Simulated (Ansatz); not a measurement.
System: H5NO3Sn (SMILES [NH2][Sn]([OH])([OH])[OH]).

The calculation's input:

```
crystal:
  periodic: [false, false, false]
  atoms:
    - { symbol: "N", position_ang: [-1.2027, 0.0121, -1.2931] }
    - { symbol: Sn, position_ang: [0.0813, -0.0114, 0.2609] }
    - { symbol: O, position_ang: [0.8848, -1.8024, 0.3307] }
    - { symbol: O, position_ang: [-0.7949, 0.3671, 1.9553] }
    - { symbol: O, position_ang: [1.493, 1.352, -0.0315] }
    - { symbol: H, position_ang: [-1.627, 1.0468, -1.3382] }
    - { symbol: H, position_ang: [-0.668, -0.077, -2.1742] }
    - { symbol: H, position_ang: [1.5796, -1.735, 1.1054] }
    - { symbol: H, position_ang: [-1.5438, -0.3449, 2.0624] }
    - { symbol: H, position_ang: [1.8808, 1.1414, -0.8748] }
basis:
  gaussian: { orbitals: def2-SVP }
hamiltonian:
  xc: lda
relax:
  f_tol: 0.015
  max_steps: 40
output:
  orbitals: {}
```

Command:

```sh
ansatz run input.yaml --threads 2 --pin off --max-ram 3072MiB --backend cpu --events-out ev --progress --plain --runs-dir out
```

The fields are those of the relaxed geometry.

Core potentials replace the inner electrons of Sn.

The calculation used RKS LDA/def2-SVP (Ansatz 0.2.0).

Question: What will maps of the electron density and electron localisation function show?

Answer: Sn–O (1.97 Å): ρ is about 0.75 e/Å³ halfway; the ELF peaks at about 0.80 in the valence shell of O, 0.6 Å from its nucleus, and drops to about 0.15 between the two atoms.
Sn–N (2.01 Å): ρ is about 0.78 e/Å³ halfway; the ELF peaks at about 0.85 in the valence shell of N, 0.6 Å from its nucleus, and drops to about 0.15 between the two atoms.
O–H (0.98 Å): the density is about 3.5 e/Å³ at the midpoint; the ELF climbs to about 1 towards the hydrogen, as it does in any bond to H (an ordinary covalent bond to hydrogen).
N–H (1.03 Å): the density is about 2.7 e/Å³ at the midpoint; the ELF climbs to about 1 towards the hydrogen; an ordinary covalent bond to hydrogen.

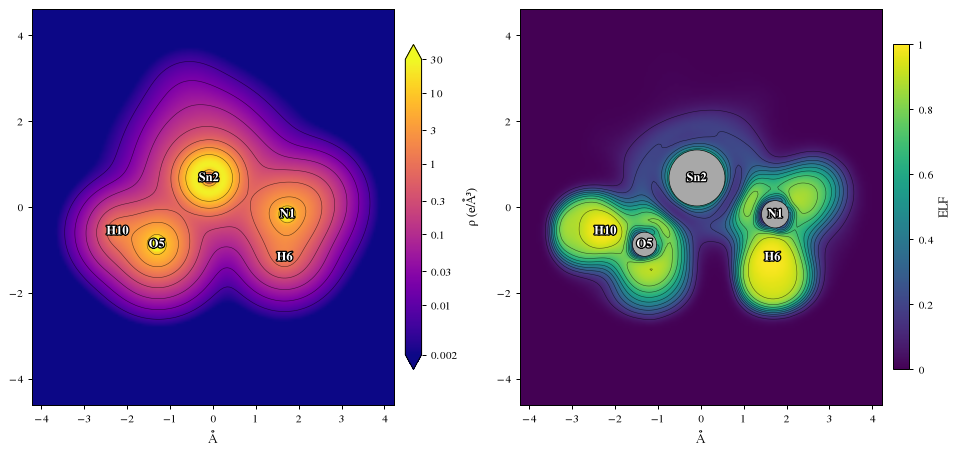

Computed electron density and electron localisation function on the plane of atoms Sn2, O5 and H10, in this order. Grey discs cover the atomic cores in the ELF map. 
